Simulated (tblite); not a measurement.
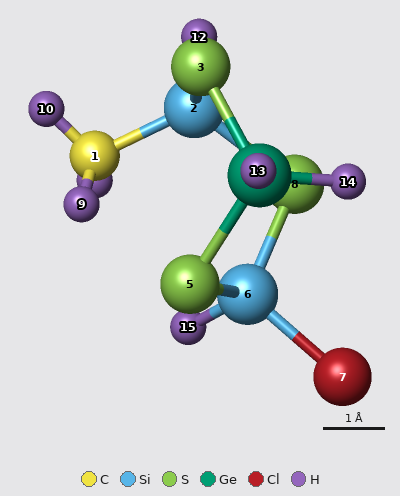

The input geometry (ball-and-stick view, seen at a tilt; atoms are numbered from 1 in the order of the input). Sticks mark near contacts.

Geometry relaxation of CH₇ClGeS₃Si₂

- system: CH₇ClGeS₃Si₂, SMILES C[Si@H]1[S][GeH2][S][Si@H](Cl)S1
- method: GFN2-xTB geometry optimisation, gas phase (tblite 0.8.0)

The program's output
```
step      E/eV     max force
  0    -696.05745    1.398
  1    -696.15223    0.991
  2    -696.21863    0.532
  3    -696.22956    0.404
  4    -696.24773    0.373
  5    -696.25553    0.428
  6    -696.26700    0.266
  7    -696.27447    0.247
  8    -696.28437    0.283
  9    -696.29232    0.275
 10    -696.29825    0.178
 11    -696.30231    0.173
 12    -696.30651    0.172
 13    -696.31136    0.209
 14    -696.31568    0.166
 15    -696.31841    0.120
 16    -696.32025    0.096
 17    -696.32204    0.144
 18    -696.32393    0.127
 19    -696.32573    0.101
 20    -696.32742    0.105
 21    -696.32920    0.132
 22    -696.33121    0.141
 23    -696.33303    0.113
 24    -696.33418    0.072
 25    -696.33487    0.077
 26    -696.33555    0.090
 27    -696.33643    0.113
 28    -696.33739    0.110
 29    -696.33816    0.082
 30    -696.33867    0.053
 31    -696.33906    0.046
 32    -696.33948    0.062
 33    -696.33992    0.070
 34    -696.34031    0.064
 35    -696.34066    0.056
 36    -696.34104    0.060
 37    -696.34148    0.055
 38    -696.34195    0.061
 39    -696.34234    0.051
 40    -696.34261    0.039
 41    -696.34261    0.039
 42    -696.34271    0.025
 43    -696.34287    0.023
 44    -696.34292    0.025
 45    -696.34308    0.029
 46    -696.34319    0.031
 47    -696.34331    0.027
 48    -696.34338    0.018
 49    -696.34341    0.014
 50    -696.34344    0.014
 51    -696.34347    0.017
 52    -696.34352    0.020
 53    -696.34357    0.018
 54    -696.34362    0.015
 55    -696.34365    0.012
 56    -696.34368    0.012
 57    -696.34370    0.014
 58    -696.34373    0.015
 59    -696.34376    0.017
 60    -696.34379    0.018
 61    -696.34383    0.022
 62    -696.34388    0.025
 63    -696.34393    0.021
 64    -696.34397    0.015
 65    -696.34400    0.016
 66    -696.34404    0.017
 67    -696.34408    0.021
 68    -696.34413    0.018
 69    -696.34418    0.026
 70    -696.34424    0.031
 71    -696.34432    0.030
 72    -696.34441    0.024
 73    -696.34448    0.018
 74    -696.34453    0.016
 75    -696.34458    0.018
 76    -696.34465    0.025
 77    -696.34473    0.021
 78    -696.34480    0.022
 79    -696.34486    0.020
 80    -696.34492    0.026
 81    -696.34500    0.030
 82    -696.34509    0.024
 83    -696.34517    0.020
 84    -696.34524    0.020
 85    -696.34531    0.029
 86    -696.34539    0.028
 87    -696.34544    0.017
 88    -696.34547    0.009
 89    -696.34548    0.010
 90    -696.34550    0.009
 91    -696.34551    0.009
 92    -696.34553    0.010
 93    -696.34555    0.011
 94    -696.34557    0.012
 95    -696.34559    0.009
 96    -696.34560    0.007
 97    -696.34561    0.006
 98    -696.34562    0.007
 99    -696.34563    0.013
100    -696.34565    0.021
101    -696.34568    0.025
102    -696.34572    0.020
103    -696.34575    0.014
104    -696.34578    0.013
105    -696.34581    0.018
106    -696.34584    0.018
107    -696.34586    0.010
108    -696.34587    0.010
109    -696.34589    0.011
110    -696.34591    0.018
111    -696.34593    0.020
112    -696.34596    0.014
113    -696.34598    0.011
114    -696.34599    0.009
115    -696.34601    0.012
116    -696.34602    0.013
117    -696.34604    0.010
118    -696.34605    0.009
119    -696.34607    0.010
120    -696.34608    0.013
121    -696.34609    0.011
122    -696.34610    0.008
123    -696.34611    0.009
124    -696.34613    0.012
125    -696.34615    0.017
126    -696.34618    0.016
127    -696.34620    0.011
128    -696.34621    0.009
129    -696.34623    0.011
130    -696.34625    0.020
131    -696.34628    0.022
132    -696.34631    0.016
133    -696.34632    0.009
134    -696.34633    0.005
135    -696.34633    0.009
136    -696.34633    0.013
137    -696.34635    0.015
138    -696.34636    0.012
139    -696.34637    0.006
140    -696.34637    0.006
141    -696.34638    0.006
142    -696.34638    0.008
143    -696.34639    0.008
144    -696.34640    0.006
145    -696.34641    0.006
146    -696.34642    0.007
147    -696.34642    0.006
148    -696.34643    0.005
149    -696.34644    0.007
150    -696.34645    0.010
151    -696.34647    0.015
152    -696.34649    0.015
153    -696.34651    0.009
154    -696.34651    0.005
155    -696.34652    0.004
```

Trajectory as extended XYZ (Å, eV, eV/Å), 7 of the 12 frames kept, from step=0 to step=155
```
15
Properties=species:S:1:pos:R:3:forces:R:3 step=0 energy=-696.05745
C    -1.9602   -0.9490    0.0924   -0.6130  -0.3430   0.5650
Si   -1.1028    0.2293   -1.0876   -0.5960   0.1050  -0.6320
S    -0.9880    2.2163   -0.2587   -0.0120   0.1090  -0.0280
Ge    1.0352    2.0029    0.6051    0.4500   0.5210   0.2580
S     1.1162    0.1554    1.8614    0.1160  -0.0610  -0.2370
Si    1.5257   -1.1692    0.1969    1.2670  -0.5910   0.0320
Cl    3.5998   -1.4617    0.0786   -1.1640   0.2240   0.0090
S     0.8302   -0.5000   -1.7282    0.0670  -0.1180   0.1570
H    -1.4780   -0.9353    1.0895   -0.4380  -0.1810  -0.4850
H    -3.0301   -0.6305    0.2089    1.0230  -0.4080  -0.0170
H    -1.9379   -1.9760   -0.3234   -0.0940   0.6040   0.4310
H    -1.9453    0.3036   -2.2772    0.3000   0.1780  -0.0700
H     1.3166    3.2223    1.5281   -0.1360  -0.3660  -0.2720
H     2.1162    1.9552   -0.5044   -0.2140   0.0630   0.2670
H     0.8981   -2.4553    0.4969    0.0440   0.2630   0.0230
15
Properties=species:S:1:pos:R:3:forces:R:3 step=28 energy=-696.33739
C    -2.0334   -0.9421    0.0925   -0.0130  -0.0050   0.0020
Si   -1.1861    0.2017   -1.1534    0.0960   0.0370   0.0390
S    -0.9617    2.1744   -0.2746   -0.0100   0.0050  -0.0330
Ge    1.0560    2.0415    0.6338    0.0140  -0.0210   0.0060
S     1.2930    0.1623    1.7981    0.0100   0.0480   0.0360
Si    1.6182   -1.2591    0.2018    0.0360  -0.0270  -0.0500
Cl    3.5730   -1.4795   -0.1329   -0.0140  -0.0060   0.0080
S     0.7355   -0.6874   -1.6712    0.0190  -0.0080   0.0050
H    -1.5300   -0.9027    1.0578   -0.0110   0.0080   0.0240
H    -3.0649   -0.6447    0.2461   -0.0540  -0.0080   0.0150
H    -2.0185   -1.9716   -0.2521   -0.0420  -0.0260  -0.0080
H    -1.7728    0.4394   -2.4550   -0.0380  -0.0120  -0.0390
H     1.1670    3.1915    1.6047    0.0030  -0.0100   0.0060
H     2.1424    2.1440   -0.4254   -0.0130   0.0150   0.0110
H     0.9779   -2.4598    0.7080    0.0180   0.0100  -0.0220
15
Properties=species:S:1:pos:R:3:forces:R:3 step=56 energy=-696.34368
C    -2.0750   -0.9343    0.0948    0.0010   0.0000  -0.0010
Si   -1.1735    0.1788   -1.1465   -0.0110  -0.0040  -0.0010
S    -0.9433    2.1612   -0.2968    0.0060   0.0070  -0.0050
Ge    1.0661    2.0488    0.6384   -0.0080   0.0010   0.0050
S     1.3423    0.1683    1.7876    0.0070  -0.0040  -0.0070
Si    1.6582   -1.2621    0.1917   -0.0010   0.0040   0.0040
Cl    3.6083   -1.4855   -0.1583    0.0080   0.0040   0.0010
S     0.7450   -0.7129   -1.6704   -0.0060   0.0010  -0.0010
H    -1.5886   -0.9106    1.0697   -0.0010   0.0000  -0.0030
H    -3.0996   -0.6006    0.2317    0.0060   0.0060  -0.0040
H    -2.0982   -1.9653   -0.2469   -0.0070   0.0020  -0.0020
H    -1.7685    0.3962   -2.4514    0.0020  -0.0050   0.0070
H     1.1365    3.1801    1.6352    0.0030  -0.0030  -0.0010
H     2.1600    2.2090   -0.4052   -0.0040  -0.0040   0.0050
H     1.0257   -2.4629    0.7045    0.0050  -0.0030   0.0030
15
Properties=species:S:1:pos:R:3:forces:R:3 step=84 energy=-696.34524
C    -2.1121   -0.9110    0.0971    0.0000  -0.0010   0.0080
Si   -1.1740    0.1605   -1.1531   -0.0100  -0.0160   0.0050
S    -0.9182    2.1566   -0.3410   -0.0110  -0.0070  -0.0110
Ge    1.0638    2.0303    0.6455   -0.0070   0.0020   0.0040
S     1.3107    0.1442    1.7901    0.0030  -0.0060   0.0050
Si    1.6950   -1.2630    0.1901   -0.0060   0.0050  -0.0020
Cl    3.6514   -1.3712   -0.1832    0.0070   0.0050   0.0030
S     0.7300   -0.7700   -1.6615   -0.0050  -0.0080  -0.0140
H    -1.5943   -0.9497    1.0549    0.0060   0.0090   0.0060
H    -3.1017   -0.5004    0.2748   -0.0030   0.0050   0.0060
H    -2.2301   -1.9291   -0.2625    0.0100   0.0010  -0.0160
H    -1.7639    0.3595   -2.4629    0.0050   0.0090  -0.0020
H     1.1147    3.1569    1.6471    0.0040   0.0090   0.0090
H     2.1813    2.1915   -0.3709    0.0120  -0.0020  -0.0050
H     1.1430   -2.4974    0.7136   -0.0060  -0.0050   0.0020
15
Properties=species:S:1:pos:R:3:forces:R:3 step=98 energy=-696.34562
C    -2.1153   -0.9064    0.0997    0.0000  -0.0010   0.0010
Si   -1.1761    0.1558   -1.1571    0.0000  -0.0020  -0.0020
S    -0.9128    2.1548   -0.3534    0.0030   0.0000  -0.0050
Ge    1.0622    2.0275    0.6477   -0.0020   0.0010   0.0050
S     1.2990    0.1383    1.7893   -0.0040  -0.0010   0.0020
Si    1.6962   -1.2630    0.1872    0.0010  -0.0070  -0.0010
Cl    3.6549   -1.3416   -0.1857   -0.0050   0.0030   0.0000
S     0.7182   -0.7957   -1.6648    0.0010   0.0070   0.0010
H    -1.5872   -0.9528    1.0518   -0.0010   0.0020  -0.0020
H    -3.0990   -0.4862    0.2894    0.0040  -0.0020   0.0000
H    -2.2454   -1.9215   -0.2649    0.0020   0.0020   0.0030
H    -1.7595    0.3620   -2.4687   -0.0040  -0.0010   0.0010
H     1.1107    3.1533    1.6519    0.0000  -0.0010  -0.0010
H     2.1888    2.1863   -0.3602    0.0040   0.0010  -0.0010
H     1.1610   -2.5030    0.7159    0.0010   0.0000  -0.0010
15
Properties=species:S:1:pos:R:3:forces:R:3 step=126 energy=-696.34618
C    -2.1098   -0.8866    0.1143    0.0020   0.0010   0.0000
Si   -1.1784    0.1501   -1.1693    0.0020   0.0010  -0.0070
S    -0.8824    2.1634   -0.4139   -0.0080  -0.0060  -0.0030
Ge    1.0557    2.0108    0.6539    0.0050   0.0150   0.0000
S     1.2403    0.1090    1.7829    0.0010  -0.0020   0.0080
Si    1.6939   -1.2667    0.1727    0.0040  -0.0050   0.0020
Cl    3.6569   -1.2720   -0.1879   -0.0040   0.0010  -0.0020
S     0.7059   -0.8218   -1.6791   -0.0040  -0.0010   0.0040
H    -1.5665   -0.9281    1.0579   -0.0030   0.0000   0.0030
H    -3.0865   -0.4559    0.3155    0.0040   0.0020  -0.0040
H    -2.2547   -1.9042   -0.2374    0.0010   0.0000   0.0040
H    -1.7776    0.3384   -2.4761   -0.0010   0.0000  -0.0020
H     1.0808    3.1326    1.6650    0.0030  -0.0130  -0.0030
H     2.2175    2.1655   -0.3151   -0.0020   0.0040   0.0040
H     1.2004   -2.5265    0.6949    0.0010   0.0030  -0.0040
15
Properties=species:S:1:pos:R:3:forces:R:3 step=155 energy=-696.34652
C    -2.1171   -0.8615    0.1263    0.0000   0.0020  -0.0010
Si   -1.1779    0.1351   -1.1830    0.0010   0.0020  -0.0010
S    -0.8535    2.1583   -0.4660   -0.0010   0.0000   0.0020
Ge    1.0501    1.9987    0.6624   -0.0020   0.0010   0.0010
S     1.2173    0.0836    1.7725    0.0020   0.0010  -0.0030
Si    1.7052   -1.2755    0.1583    0.0010   0.0000   0.0000
Cl    3.6648   -1.2166   -0.2175    0.0000   0.0010   0.0020
S     0.6884   -0.8716   -1.6871    0.0000   0.0000  -0.0010
H    -1.5741   -0.8838    1.0708    0.0000  -0.0010   0.0000
H    -3.0893   -0.4160    0.3167   -0.0020  -0.0010  -0.0020
H    -2.2717   -1.8865   -0.1988   -0.0010   0.0000   0.0020
H    -1.7802    0.3117   -2.4898   -0.0030   0.0000   0.0000
H     1.0388    3.1003    1.6950    0.0010  -0.0010  -0.0010
H     2.2399    2.1808   -0.2666    0.0020  -0.0020   0.0010
H     1.2550   -2.5490    0.6848    0.0010   0.0000   0.0010
```

The run was set up as follows.

Input
```
{"job": {"xc": "GFN2-xTB", "basis": "xTB", "kind": "relax"}, "charge": 0, "multiplicity": 1}
C     -1.960200    -0.949000     0.092400
Si    -1.102800     0.229300    -1.087600
S     -0.988000     2.216300    -0.258700
Ge     1.035200     2.002900     0.605100
S      1.116200     0.155400     1.861400
Si     1.525700    -1.169200     0.196900
Cl     3.599800    -1.461700     0.078600
S      0.830200    -0.500000    -1.728200
H     -1.478000    -0.935300     1.089500
H     -3.030100    -0.630500     0.208900
H     -1.937900    -1.976000    -0.323400
H     -1.945300     0.303600    -2.277200
H      1.316600     3.222300     1.528100
H      2.116200     1.955200    -0.504400
H      0.898100    -2.455300     0.496900
```

The first line tells a small driver script what to run in tblite; the rest is the geometry in Å.

Launch command:
```bash
OMP_NUM_THREADS=1 python <driver script> task.json out
```

Summary

```csv
quantity,value
outcome,converged
total energy,−696.3465 eV
hardware,"1 CPU thread, shared host"
wall time,9.9 s
peak memory,0.96 GiB
```
